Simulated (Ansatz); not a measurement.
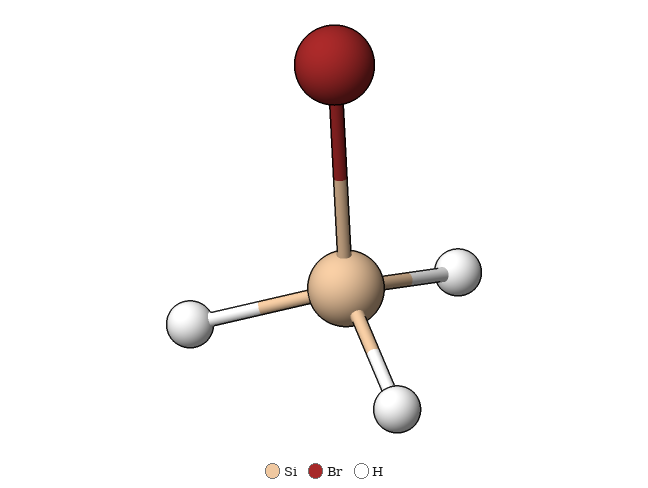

Harmonic vibrations computed with RKS PBE0-D4/def2-TZVP (Ansatz 0.2.0) at a stationary point of the same level.

Minimum or transition state?

Answer. A minimum: no imaginary frequency, and the lowest mode lies at 430 cm⁻¹.

How many vibrational modes are there, and where do they lie?

Answer. 9 modes: 430, 624, 624, 924, 944, 944, 2247, 2263, 2263 cm⁻¹.
